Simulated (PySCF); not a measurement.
**Ir²⁺: dipole response in ANO-RCC-VTZP**

Aim: the static polarisability and the C₆ coefficient of Ir²⁺, method by method.

Program: PySCF 2.14.0. Level of theory: unrestricted determinants in a Gaussian basis, no spin-orbit coupling in the energies. These are calculated values, not measurements, unless marked.

### 1 What is computed

```
Element     : iridium (Z = 77)
Basis       : ANO-RCC-VTZP
Hamiltonian : scalar relativity by spin-free X2C-1e
State 1     : Ir²⁺: [Xe] 4f14 5d7, high-spin 4F determinant
Methods     : UHF, PBE
```

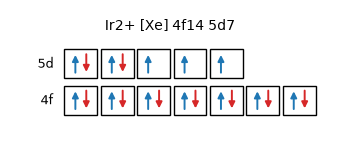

The shells outside the core, filled by Hund's rule for the drawing.

The runs were made by one driver on top of PySCF. The scripts below sum up each run's settings (the driver also hands on starting orbitals that pick excited configurations, and frozen orbitals as a list rather than a count), and the logs come from the driver's own runs. The driver starts from symmetry-adapted Hartree-Fock orbitals, holds the occupation by maximum overlap and uses a logarithmic radial grid for functionals, so a plain start would take other cycles.

The integrals over 84 functions and the set-up took 42 s of CPU time.

### 2 Ir²⁺

**UHF**

The input, input.py:

```python
from pyscf import gto, scf, dft, mp, cc
import basis_set_exchange as bse
mol = gto.M(atom="Ir 0 0 0", charge=2, spin=3, symmetry="D2h",
            basis=gto.basis.parse(bse.get_basis("ANO-RCC-VTZP", elements=["Ir"], fmt="nwchem")),
            nucmod="G")
mf = scf.UHF(mol).sfx2c1e()
mf.irrep_nelec = {'Ag': (11, 10), 'B1g': (3, 3), 'B2g': (3, 2), 'B3g': (3, 2), 'Au': (1, 1), 'B1u': (6, 6), 'B2u': (6, 6), 'B3u': (6, 6)}
mf.kernel()
```

The program printed:

```text
damping factor = 0
level_shift factor = 0
DIIS = <class 'pyscf.scf.diis.CDIIS'>
diis_start_cycle = 1
diis_space = 10
diis_damp = 0
SCF conv_tol = 1e-09
SCF conv_tol_grad = None
number electrons alpha = 39  beta = 36
cycle= 1 E= -17822.4613032947  delta_E= -0.00667  |g|= 0.0316  |ddm|= 0.0505
cycle= 2 E= -17822.4615652964  delta_E= -0.000262  |g|= 0.00693  |ddm|= 0.0104
cycle= 3 E= -17822.4615803816  delta_E= -1.51e-05  |g|= 0.00149  |ddm|= 0.00349
cycle= 4 E= -17822.4615808076  delta_E= -4.26e-07  |g|= 0.000438  |ddm|= 0.000514
cycle= 5 E= -17822.4615809319  delta_E= -1.24e-07  |g|= 5.56e-05  |ddm|= 0.000492
cycle= 6 E= -17822.4615809341  delta_E= -2.23e-09  |g|= 1.16e-05  |ddm|= 6.87e-05
cycle= 7 E= -17822.4615809342  delta_E= -3.64e-11  |g|= 1.29e-06  |ddm|= 6.58e-06
converged SCF energy = -17822.4615809342  <S^2> = 3.7552018  2S+1 = 4.0026001
```

It used 20 s of CPU time after the integrals (shared host).

Orbital energies by shell (radii are means over both spins):

```tsv
shell	electrons	mean orbital energy (eV)	spread (eV)	rms radius (bohr)
1s β	1	-76529.3	0	0.0197
1s α	1	-76529.3	0	0.0197
2s α	1	-13549.6	0	0.0795
2s β	1	-13549.3	0	0.0795
2p α	3	-11816.2	0	0.0727
2p β	3	-11815.9	0	0.0727
3s α	1	-3248.6	0	0.203
3s β	1	-3248.6	0	0.203
3p α	3	-2730.8	0	0.205
3p β	3	-2730.7	0	0.205
3d α	5	-2137.1	0.096	0.188
3d β	5	-2136.8	0.306	0.188
4s α	1	-742.01	0	0.450
4s β	1	-741.60	0	0.450
4p α	3	-568.49	0	0.479
4p β	3	-568.06	0	0.479
4d α	5	-346.93	0.289	0.514
4d β	5	-346.24	0.678	0.514
5s α	1	-134.68	0	1.05
5s β	1	-130.74	0	1.05
4f α	7	-100.22	0.374	0.586
4f β	7	-99.760	0.124	0.586
5p α	3	-87.859	0	1.21
5p β	3	-82.063	0	1.21
5d α	5	-31.254	1.052	1.73
5d β	2	-28.822	0	1.73
```

⟨S²⟩ = 3.755, ⟨L²⟩ = 12.04.

The driver then solved the coupled dipole response at imaginary frequencies: mean α = 8.946 bohr³, C₆ = 57.48 au for a like pair.

Spin-orbit coupling, absent here, splits the open shell strongly.

**PBE**

input.py, as changed from the run before:

```diff
@@ -5,3 +5,3 @@
             nucmod="G")
-mf = scf.UHF(mol).sfx2c1e()
+mf = dft.UKS(mol, xc="PBE").sfx2c1e()
 mf.irrep_nelec = {'Ag': (11, 10), 'B1g': (3, 3), 'B2g': (3, 2), 'B3g': (3, 2), 'Au': (1, 1), 'B1u': (6, 6), 'B2u': (6, 6), 'B3u': (6, 6)}
```

The program printed:

```text
damping factor = 0
level_shift factor = 0
DIIS = <class 'pyscf.scf.diis.CDIIS'>
diis_start_cycle = 1
diis_space = 10
diis_damp = 0
SCF conv_tol = 1e-09
SCF conv_tol_grad = None
number electrons alpha = 39  beta = 36
XC functionals = PBE
    J. P. Perdew, K. Burke, and M. Ernzerhof.,  Phys. Rev. Lett. 77, 3865 (1996)
    J. P. Perdew, K. Burke, and M. Ernzerhof.,  Phys. Rev. Lett. 78, 1396 (1997)
    J. P. Perdew, K. Burke, and M. Ernzerhof.,  Phys. Rev. Lett. 77, 3865 (1996)
    J. P. Perdew, K. Burke, and M. Ernzerhof.,  Phys. Rev. Lett. 78, 1396 (1997)
cycle= 1 E= -17827.9613246964  delta_E= -0.0175  |g|= 0.314  |ddm|= 0.146
cycle= 2 E= -17827.9568734877  delta_E= 0.00445  |g|= 0.358  |ddm|= 0.114
cycle= 3 E= -17827.9697200985  delta_E= -0.0128  |g|= 0.0175  |ddm|= 0.0733
cycle= 4 E= -17827.9697854992  delta_E= -6.54e-05  |g|= 0.000924  |ddm|= 0.00799
cycle= 5 E= -17827.9697858177  delta_E= -3.19e-07  |g|= 3.07e-05  |ddm|= 0.000635
cycle= 6 E= -17827.969785818  delta_E= -2.62e-10  |g|= 1.04e-06  |ddm|= 1.78e-05
converged SCF energy = -17827.969785818  <S^2> = 3.751323  2S+1 = 4.0006614
```

It used 39 s of CPU time after the integrals (shared host).

The driver then solved the coupled dipole response at imaginary frequencies: mean α = 10.09 bohr³, C₆ = 65.48 au for a like pair.

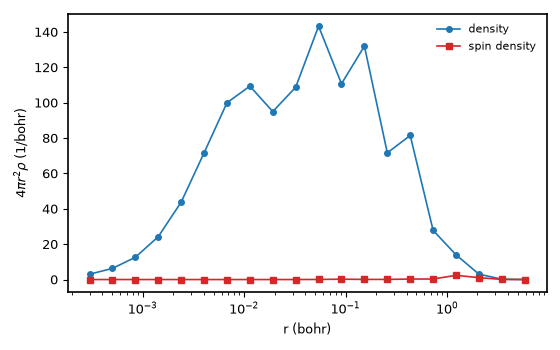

Radial density 4πr²ρ of Ir²⁺ at UHF, without picture-change correction, at 20 stored radii joined by straight lines.

### 3 The response side by side

Ir²⁺, in atomic units:

```tsv
method	mean α	C₆ (like pair)	S(−4)
UHF	8.946	57.48	20.18
PBE	10.09	65.48	29.95
```

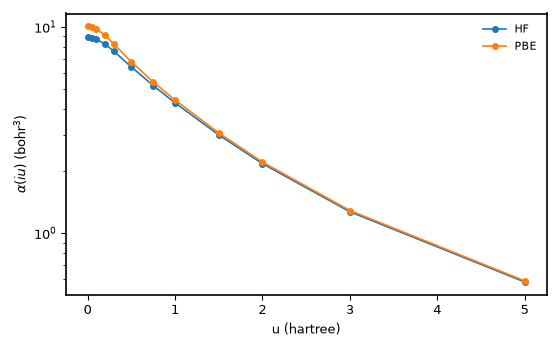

α(iu) of Ir²⁺, the polarisability at imaginary frequency, on a logarithmic scale.

### 4 Summary of results

```
 quantity                             value
α of Ir²⁺  8.946 (UHF) to 10.09 (PBE) bohr³
```

A single London oscillator with the computed α and C₆ of Ir²⁺ at UHF would have ω = 4 C₆ / (3 α²) = 0.958 hartree. All values hold for this basis alone; no basis-set limit was taken.
